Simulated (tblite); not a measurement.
# Molecular dynamics of C₆H₉N₃ (part 2 of 2)

Continued. System: C₆H₉N₃, SMILES C=Cn1nc(C)c(C)n1. Method: GFN2-xTB Langevin dynamics, gas phase (tblite 0.8.0). 

Geometry of the input (Å):
```
C  3.3921  -0.3893  -0.6770
C  2.5896  0.3505  0.0728
N  1.2135  0.2202  0.0677
N  0.4407  0.9760  0.8298
C  -0.7942  0.5830  0.5700
C  -1.9968  1.1674  1.2098
C  -0.7206  -0.4533  -0.3934
C  -1.8285  -1.2208  -1.0098
N  0.5548  -0.6486  -0.6794
H  4.4575  -0.2594  -0.6457
H  2.9920  -1.1391  -1.3359
H  2.9252  1.1178  0.7540
H  -2.6574  1.5918  0.4544
H  -1.6977  1.9468  1.9043
H  -2.5499  0.3979  1.7477
H  -2.3988  -1.7416  -0.2413
H  -2.5057  -0.5483  -1.5354
H  -1.4245  -1.9446  -1.7111
```

Trajectory as extended XYZ, continued
```
18
Properties=species:S:1:pos:R:3:forces:R:3 step=21 time_fs=525.0 energy=-710.71241 temperature=537.5
C     3.2002   -1.7174    1.3169    1.3203   0.5429   0.2247
C     2.7913   -1.0035    0.2802    0.1897  -0.8779  -0.6031
N     1.4247   -0.7831    0.1105    0.8338  -1.0064   0.4316
N     0.9568    0.3506   -0.4017    0.6896  -1.1918   0.8326
C    -0.3004    0.2956   -0.0602    0.6961  -1.2710   0.2406
C    -1.2154    1.3064   -0.2909   -3.1293   2.0332  -3.6760
C    -0.5755   -0.9037    0.5817   -3.6428  -0.9369   1.1753
C    -2.0419   -1.3069    1.0029    2.3124  -1.4920   1.5029
N     0.5169   -1.6037    0.7218    1.0939   1.4103  -0.8814
H     4.2083   -1.9164    1.6622    0.1634   0.1118  -0.9846
H     2.5713   -1.9701    2.1055   -1.4712  -0.3553   0.7949
H     3.4219   -0.7538   -0.5781   -0.2625   0.2847   0.4910
H    -2.1629    0.8793   -0.9560    2.2133   1.2161   1.0784
H    -0.6291    2.1103   -0.7888   -0.9924  -0.2496  -0.1554
H    -1.6838    1.7139    0.5495   -0.5515   0.4622   1.4457
H    -2.4496   -0.8152    1.9119    1.2669  -0.3561   0.2242
H    -2.8503   -1.0251    0.3935   -0.2404  -0.0870  -1.9131
H    -1.9701   -2.4450    1.1747   -0.4894   1.7628  -0.2284
18
Properties=species:S:1:pos:R:3:forces:R:3 step=22 time_fs=550.0 energy=-710.73569 temperature=437.6
C     3.0911   -1.8136    1.3909   -0.6103  -0.2085  -0.9531
C     2.7586   -1.0159    0.3227   -0.6494  -2.3770   3.1763
N     1.4371   -0.7648    0.0214   -0.1280  -0.5908   0.6641
N     0.8798    0.2748   -0.5215    2.0219   2.6376  -1.8900
C    -0.3961    0.3618   -0.2299    0.0015  -1.9034   0.8962
C    -1.3167    1.5295   -0.5033   -0.5627  -1.5752  -1.8190
C    -0.5532   -0.8341    0.5577   -3.1560  -0.8085   1.7057
C    -1.8933   -1.2784    1.2417   -0.4366   2.4464  -1.1230
N     0.5963   -1.4888    0.7163   -2.6738   0.4883  -0.0562
H     4.1436   -1.9356    1.6808   -0.6715   0.0919  -0.4073
H     2.3751   -2.5061    1.9358    0.8448   1.4496  -0.7947
H     3.5029   -0.5708   -0.1941    1.7960   1.6232  -1.5572
H    -2.1714    1.3451   -1.3512    2.2558   0.2386   1.7079
H    -0.6762    2.3637   -0.7429   -0.1741   0.2077  -0.3512
H    -1.8513    1.7143    0.3925   -0.5063   0.2720   0.8010
H    -2.1831   -0.6790    2.1175    1.2296  -0.2463   0.4704
H    -2.8193   -0.9258    0.6735    1.3392  -1.0409  -0.4731
H    -1.9302   -2.3093    1.4773    0.0797  -0.7046   0.0031
18
Properties=species:S:1:pos:R:3:forces:R:3 step=24 time_fs=600.0 energy=-711.25558 temperature=655.5
C     3.2138   -1.7407    1.2078   -0.4887  -2.5282   3.0602
C     2.6849   -1.0407    0.2847   -0.4310   4.1398  -2.3763
N     1.3172   -0.8210    0.0864    0.4368  -0.4549   0.4223
N     0.8152    0.2343   -0.5071    1.1916   0.8797  -0.4624
C    -0.4300    0.3806   -0.1267   -0.5629  -0.8423   0.0806
C    -1.2752    1.4793   -0.7881    2.1519   0.8090   1.6414
C    -0.7018   -0.7900    0.7127    0.5769   0.4401   0.3574
C    -1.9417   -1.0767    1.5272    0.5708  -0.7630  -0.1686
N     0.4668   -1.4769    0.8401   -2.6027   0.9954  -0.0852
H     4.2225   -1.7278    1.4551    1.4334   0.0621  -0.0083
H     2.6161   -2.3463    1.8914    0.0448  -0.1626  -0.4901
H     3.3214   -0.1993   -0.1018   -0.8091  -1.0112  -0.5933
H    -2.0274    0.9869   -1.2524   -2.6431  -1.3603  -1.3053
H    -0.7276    2.0067   -1.5771    0.3943  -0.3109   0.3829
H    -1.6896    2.2751   -0.1342    0.3862  -0.8123   0.0545
H    -1.9010   -0.5520    2.4658    0.2633   0.3785   0.4151
H    -2.8458   -0.7422    1.0449   -0.1322   0.0028  -0.4478
H    -2.0395   -2.1466    1.8036    0.2197   0.5385  -0.4773
18
Properties=species:S:1:pos:R:3:forces:R:3 step=26 time_fs=650.0 energy=-711.15613 temperature=711.0
C     3.5281   -1.7758    0.8876   -2.0769   0.0258  -1.0691
C     2.6831   -1.0425    0.1113    0.7681  -2.1372   3.8070
N     1.3536   -0.7427    0.4446    2.5882  -0.0051  -1.1873
N     0.8822    0.1518   -0.3829   -1.5209   0.8238  -0.6560
C    -0.4346    0.2166   -0.1493    1.1907  -1.5597   0.9176
C    -1.4868    1.0867   -0.6887   -1.3451  -0.0129  -0.1272
C    -0.6250   -0.7554    0.8888   -0.2324   0.2435   0.2344
C    -1.9134   -0.9610    1.5408    0.1709  -1.9712   1.5728
N     0.5203   -1.3124    1.2756   -0.6844   0.5633  -1.1123
H     4.5229   -2.0572    0.5730   -0.3039   0.2493   0.1985
H     3.0030   -2.3273    1.6559    0.6533   0.0880   0.3660
H     3.0478   -0.5890   -0.7184    0.4982   1.4872  -2.1745
H    -2.5144    0.5883   -0.5017    1.4999   1.2421   0.3667
H    -1.5378    1.2201   -1.7641    0.7555  -0.0860  -0.2624
H    -1.3163    2.0982   -0.2571   -0.7424  -0.6790  -0.0780
H    -1.8852   -0.3489    2.4486   -0.9079   0.3977  -0.5466
H    -2.6676   -0.9140    0.7913   -0.8753   0.8824   0.0896
H    -2.0528   -1.9913    1.9605    0.5644   0.4480  -0.3393
18
Properties=species:S:1:pos:R:3:forces:R:3 step=27 time_fs=675.0 energy=-710.92358 temperature=487.4
C     3.6208   -1.9661    0.7060   -4.9809   1.0893   1.5467
C     2.6913   -1.0622    0.1655    3.0303  -1.7994   0.0254
N     1.3065   -0.7888    0.2946    4.0714  -0.6017   0.5649
N     0.8090    0.1176   -0.4869   -0.8822   0.2704  -0.0915
C    -0.4271    0.2194   -0.0503   -1.3069  -0.5142  -0.3143
C    -1.4608    1.0123   -0.7361   -1.4840   1.4507   1.0707
C    -0.6250   -0.6697    1.0737   -1.0978  -0.1812  -0.9039
C    -2.0012   -1.1031    1.6836    1.3217   2.0664  -2.1603
N     0.5531   -1.2400    1.2463   -0.5836  -1.0260   0.8710
H     4.5933   -2.0001    0.3443    1.0566   0.0455  -0.3715
H     3.3508   -2.6119    1.6225    0.4375   0.9824  -1.7074
H     3.2435   -0.5128   -0.6357   -1.4225   0.0189   0.4206
H    -2.4000    0.9369   -0.0906    1.0993   0.5596  -0.6492
H    -1.8279    0.7148   -1.7245    0.8146  -0.1654   0.1294
H    -1.0906    2.0812   -0.7730   -0.6827  -1.0542  -0.1125
H    -2.1445   -0.5240    2.5939   -0.5152   0.0995  -0.3558
H    -2.7433   -0.9573    0.8198    0.7283   0.2391   1.6334
H    -2.0420   -2.1207    1.9101    0.3961  -1.4799   0.4044
18
Properties=species:S:1:pos:R:3:forces:R:3 step=29 time_fs=725.0 energy=-710.70067 temperature=754.4
C     3.2018   -1.9203    0.7467    3.6212  -4.0583   0.9104
C     2.7830   -0.9430    0.0768   -5.7112   1.8890  -0.4039
N     1.3196   -0.6980    0.1768    3.7945   0.8596  -0.8741
N     0.6737    0.2128   -0.5552    0.7588  -1.8651   1.0269
C    -0.5229    0.0468   -0.0822   -3.4443   3.1464  -0.7266
C    -1.5336    1.0702   -0.6909    0.6045  -2.7410   0.3365
C    -0.6036   -0.9075    0.9859   -2.4559   2.0715   0.4301
C    -1.7337   -1.1899    2.0844    4.9343  -0.1196  -0.2532
N     0.6254   -1.2709    1.0943    1.5676  -2.2909   1.4333
H     4.2058   -2.2982    0.5292    0.1152   0.5077   0.4370
H     2.6872   -2.6500    1.2939   -1.0784  -0.1917   0.7151
H     3.2989   -0.3130   -0.5337    0.9573   1.5133  -1.4021
H    -2.0423    1.6024    0.0766   -0.5415   0.1919   0.4169
H    -2.1780    0.3907   -1.2718   -0.2737   0.8609   0.0564
H    -0.9849    1.7428   -1.3186    0.1368   0.1252  -0.2900
H    -1.6660   -0.4010    2.8734    0.0002  -0.6702  -0.7150
H    -2.6541   -1.1964    1.6410   -2.0722  -0.2399  -0.8965
H    -1.3666   -2.1734    2.4972   -0.9133   1.0114  -0.2013
18
Properties=species:S:1:pos:R:3:forces:R:3 step=30 time_fs=750.0 energy=-710.77185 temperature=517.4
C     3.2686   -2.0575    0.6859   -2.0688   0.1236   0.6067
C     2.7575   -0.9650    0.0717   -1.2711  -0.8995   0.2017
N     1.3276   -0.6912    0.1931    4.4343   1.1045  -3.8181
N     0.6411    0.1941   -0.6622   -0.3175  -2.5231   3.7080
C    -0.5793    0.0888   -0.0745   -0.3114   2.0756  -2.1132
C    -1.7424    1.0101   -0.5668    2.3451   0.8752   1.0495
C    -0.5155   -0.8389    0.9690   -1.7510   0.8340  -0.3006
C    -1.4647   -1.2423    1.9807   -2.4977   1.1808   0.0388
N     0.6822   -1.3116    1.0850    0.1860  -0.1535   0.2252
H     4.2943   -2.2172    0.9406    0.2296  -0.0010  -0.6246
H     2.5503   -2.8094    1.2032    1.1925   1.6148  -0.7952
H     3.2604   -0.3112   -0.6389   -0.0306  -0.0552   0.6219
H    -1.9828    1.7562    0.3125    0.0153  -1.6045  -1.8033
H    -2.5276    0.4240   -0.9763   -0.9254  -0.3283   0.4518
H    -1.3680    1.5973   -1.4508   -0.0749  -0.3535   1.0706
H    -1.4061   -0.4574    2.7766   -0.2375  -0.9795  -0.1941
H    -2.5507   -1.2387    1.5801    1.6623  -0.3064   0.7462
H    -1.0652   -2.1947    2.2448   -0.5792  -0.6042   0.9286
18
Properties=species:S:1:pos:R:3:forces:R:3 step=32 time_fs=800.0 energy=-711.14537 temperature=578.6
C     3.2530   -2.0398    0.4572   -0.2428   0.3938  -0.0999
C     2.7680   -1.0519   -0.2858   -2.9422  -0.6777   2.3253
N     1.3947   -0.7346    0.0696    2.1801   1.6557  -3.4728
N     0.6546    0.1172   -0.6397   -0.3374   0.2712   1.0569
C    -0.5247    0.1514    0.0118    1.0476  -1.1147  -0.5246
C    -1.5978    1.1568   -0.3225    0.7462  -1.3090   0.7321
C    -0.4669   -0.8554    1.0534    2.7231   1.5906  -2.0211
C    -1.6116   -1.0905    1.9041   -0.7494  -1.6027  -0.3941
N     0.8315   -1.3151    1.0250   -3.6739  -1.0003   2.4615
H     4.2131   -2.2692    0.1717    2.1343  -0.9188  -0.0497
H     2.8094   -2.5920    1.2868   -0.1379   0.5137  -0.7292
H     3.2876   -0.4710   -0.9977   -0.0910   0.2711  -0.5261
H    -1.4249    1.8806    0.4708   -1.1785   0.0549   0.3102
H    -2.5590    0.6281   -0.4475    0.2900   0.7370   0.6191
H    -1.3775    1.6938   -1.2066    0.3416   0.1473  -1.1029
H    -1.8170   -0.2294    2.4672    0.1252   0.8927   1.5237
H    -2.4768   -1.0791    1.2320   -0.1295  -0.6640  -0.0244
H    -1.5504   -2.0445    2.4582   -0.1056   0.7593  -0.0839
18
Properties=species:S:1:pos:R:3:forces:R:3 step=34 time_fs=850.0 energy=-711.01418 temperature=543.5
C     3.3954   -2.1299    0.2624    0.3281  -0.4430   0.2113
C     2.6451   -1.1480   -0.2128    0.4681   0.0925  -1.8066
N     1.2897   -0.8417    0.0489    4.2147   1.8295  -2.8602
N     0.8176    0.2726   -0.5427   -2.9087  -0.5616   1.6046
C    -0.4376    0.3641   -0.0007    1.4075  -1.7424   1.8751
C    -1.5058    1.3979   -0.1259    0.2720  -1.0663   0.4535
C    -0.5399   -0.7691    0.9959   -0.4835   1.7399  -2.6460
C    -1.6076   -1.1556    1.9629    0.6921   2.6679   0.5058
N     0.5883   -1.4472    0.8752   -2.1797  -1.1920   2.4805
H     4.4371   -2.4310   -0.0554   -1.6176   0.7900   0.3949
H     2.9138   -2.6802    1.0307    0.1728  -0.7787   0.6436
H     3.0853   -0.6203   -1.0653   -0.6402   0.4528   0.3524
H    -1.6360    1.9945    0.7684    0.8423   0.5520   0.1759
H    -2.4576    0.8769   -0.0803   -0.2339  -0.2109  -0.9501
H    -1.2975    1.9661   -1.0047   -0.3863   0.4748  -0.3594
H    -1.7336   -0.2241    2.6134    0.5808  -1.1503  -0.0223
H    -2.6424   -1.2685    1.6996   -0.0151  -0.7853  -0.9722
H    -1.1082   -1.9649    2.4362   -0.5133  -0.6688   0.9192
18
Properties=species:S:1:pos:R:3:forces:R:3 step=35 time_fs=875.0 energy=-710.99000 temperature=535.2
C     3.4772   -2.0651    0.2518   -1.9555  -0.0935   1.2590
C     2.6256   -1.1581   -0.2838    2.3742   0.6702   0.8253
N     1.3139   -0.8714    0.0601    1.7635   2.6127  -2.3331
N     0.8027    0.3300   -0.3935   -0.9216  -1.7760   0.5745
C    -0.4428    0.3435    0.1310    1.5017  -0.1032   0.3985
C    -1.4172    1.4128   -0.1860   -2.6459  -1.2471   2.4647
C    -0.5389   -0.7955    0.9668   -1.1489   0.2909   0.1820
C    -1.6163   -1.1673    1.9384   -1.5195   1.1723  -0.7400
N     0.5758   -1.5145    0.8515   -1.7217  -0.7768   1.4626
H     4.5501   -2.0003    0.0993   -0.5995  -0.2757  -0.1271
H     3.0525   -2.7765    1.0342    0.8487   0.6923  -1.3667
H     3.1672   -0.3152   -0.7733   -1.1261  -0.6448  -0.2391
H    -1.8456    2.0121    0.7324    1.6443  -0.6323  -1.4449
H    -2.4155    0.8891   -0.4220    1.4673   0.6639  -0.6186
H    -0.9272    1.9452   -0.9441   -0.2822   1.1416  -0.8414
H    -2.0472   -0.3627    2.5639    1.1535   0.2986  -0.1225
H    -2.6111   -1.4785    1.5254    1.2248  -0.6480  -0.3607
H    -1.1166   -1.8627    2.5369   -0.0570  -1.3450   1.0274
18
Properties=species:S:1:pos:R:3:forces:R:3 step=37 time_fs=925.0 energy=-710.98044 temperature=751.5
C     3.4804   -1.9084    0.2624    3.8508  -1.8831  -0.2273
C     2.7442   -1.0032   -0.2817   -1.6321   0.6015   0.5384
N     1.4114   -0.8437    0.1585    0.3325   2.5681  -2.4134
N     0.7413    0.2445   -0.3250    1.2688  -1.4243   0.4194
C    -0.4499    0.1569    0.2100   -0.7303   1.7096  -0.4119
C    -1.2221    1.4444    0.0853    1.5112  -0.8821  -2.0297
C    -0.5139   -1.0075    0.9865   -0.8073  -0.6980   1.5243
C    -1.6012   -1.7364    1.7573   -0.5893  -0.4790  -1.2342
N     0.6772   -1.5377    0.9628    1.0944  -1.9537   0.1432
H     4.5899   -1.9401    0.0126   -1.5007  -0.0312   0.1775
H     3.1630   -2.7670    0.7686   -0.5619  -0.4961   1.0985
H     3.2526   -0.3872   -0.9941   -0.9335   0.9877  -0.0351
H    -1.7222    1.6259    0.9421   -0.9198   0.9604   3.3167
H    -2.0585    1.4202   -0.5837   -0.0127  -0.1828  -1.2613
H    -0.4392    2.1924   -0.1946   -1.1287  -0.4111   0.2265
H    -2.0859   -1.1481    2.5218   -0.2089   0.5075  -0.1969
H    -2.3238   -2.0557    0.9521    0.2152   0.4800   0.9131
H    -1.3506   -2.6820    2.2737    0.7524   0.6267  -0.5476
18
Properties=species:S:1:pos:R:3:forces:R:3 step=38 time_fs=950.0 energy=-710.73522 temperature=683.1
C     3.5201   -2.0260    0.2607   -0.8461  -0.0969   1.7051
C     2.7932   -0.9582   -0.1516    1.9743  -1.9066   0.2460
N     1.4897   -0.7316    0.1712   -0.9086   2.4339  -1.8411
N     0.7851    0.3767   -0.2971    0.8486  -1.2407   1.5953
C    -0.4198    0.2079    0.2504   -1.7671   2.7955  -0.8699
C    -1.3854    1.4397    0.3382    1.8918  -0.9059  -1.1230
C    -0.4806   -1.0025    0.8796   -0.1461  -3.2653   0.7820
C    -1.4169   -1.9713    1.5672   -0.3050  -0.1881   0.8886
N     0.7305   -1.5496    0.8004    0.1452  -0.8127   0.5764
H     4.5474   -2.1821   -0.1045   -0.8736   0.1352   0.4296
H     3.1516   -2.6692    1.1529    0.5933   0.8590  -1.9818
H     3.3756   -0.3315   -0.7950   -0.8032   0.7452  -0.4996
H    -1.8720    1.5200    1.2925    0.5635   0.1107   0.5567
H    -2.1882    1.6083   -0.3589   -0.2215  -0.9203  -0.7027
H    -0.6417    2.1864    0.0329   -0.4806   0.5364   0.8785
H    -2.0562   -1.4566    2.2838   -0.2065   0.0324  -0.2073
H    -1.9903   -2.7790    1.0732   -0.0658   1.3425  -0.9271
H    -0.7897   -2.6517    2.1361    0.6073   0.3459   0.4944
18
Properties=species:S:1:pos:R:3:forces:R:3 step=40 time_fs=1000.0 energy=-710.82333 temperature=670.0
C     3.4017   -1.8998    0.0625    3.5368  -4.2895   0.2149
C     2.9146   -0.7699   -0.2468   -0.5787   3.3503  -1.8528
N     1.5528   -0.6363   -0.1389   -1.8466   2.0809   1.3852
N     0.8708    0.5592    0.0017    0.9702  -1.3913   0.1929
C    -0.3088    0.2330    0.5152    0.1538   0.8464  -2.2646
C    -1.4504    1.2331    0.4530   -1.3641  -1.8910   1.9256
C    -0.3694   -1.1989    0.5572    0.3001   0.8712   0.8639
C    -1.5561   -1.9254    0.9975   -0.1488  -2.1939   0.6475
N     0.8323   -1.6618    0.2820   -0.7858  -0.2981  -0.5411
H     4.4421   -2.2953   -0.1342   -1.1558   1.0607   0.3568
H     2.7578   -2.6684    0.4099   -0.3686  -0.4210   0.4022
H     3.4529    0.0596   -0.7229   -0.3925  -0.2222   0.4425
H    -1.7412    1.5493    1.5502    0.5763  -0.1711  -2.1908
H    -2.3065    0.6187    0.0616    0.3455   0.4483   0.5758
H    -1.3905    2.0206   -0.2736    0.7832   0.4661   0.3667
H    -2.2076   -1.2814    1.5918   -0.1639  -0.3370  -0.6458
H    -1.9777   -2.5996    0.2491   -0.8667   1.4354  -1.1766
H    -1.3611   -2.8499    1.5637    1.0055   0.6559   1.2977
```

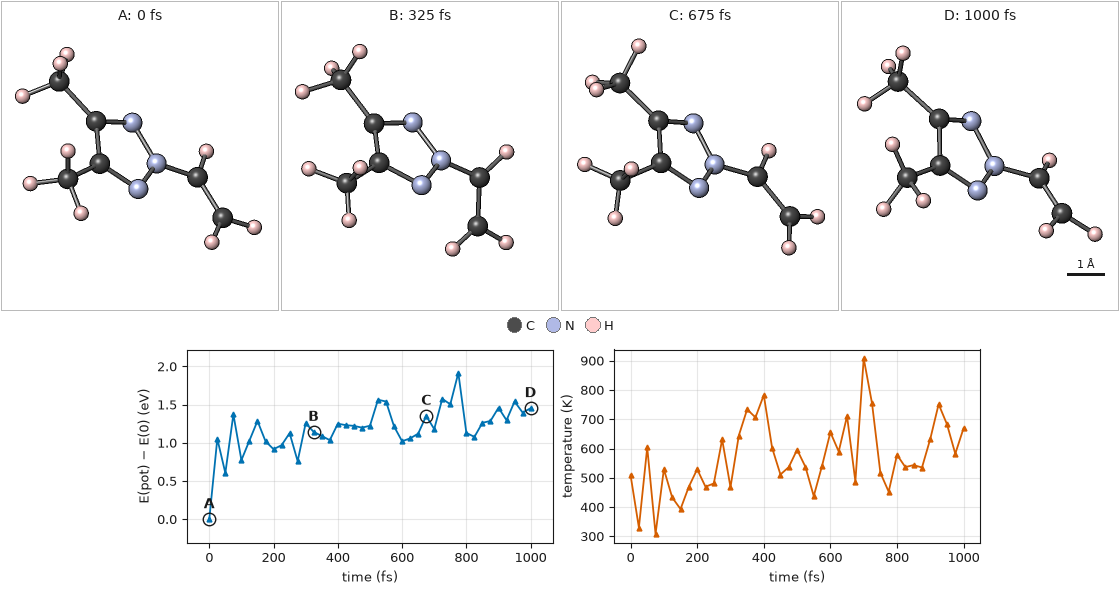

Fig. 1: Frames of the molecular dynamics (ball-and-stick, seen at a tilt) above the curves, on which the letters mark them. The trajectory kept here has 41 frames over 1000 fs. The temperature starts at 509 K, ranges from 308 to 908 K and averages 605 K over the second half. The potential energy ends 1.454 eV above its first value. After an unweighted best fit of the last frame on the first, the root-mean-square displacement is 0.85 Å, and H13 has moved furthest (2.14 Å).

Summary

```json
{"quantity": "outcome", "value": "finished"}
{"quantity": "mean temperature over the second half", "value": "605 K"}
{"quantity": "trajectory", "value": "41 frames kept, 1000 fs"}
{"quantity": "hardware", "value": "1 CPU thread, shared host"}
{"quantity": "wall time", "value": "48 s"}
{"quantity": "peak memory", "value": "0.18 GiB"}
```
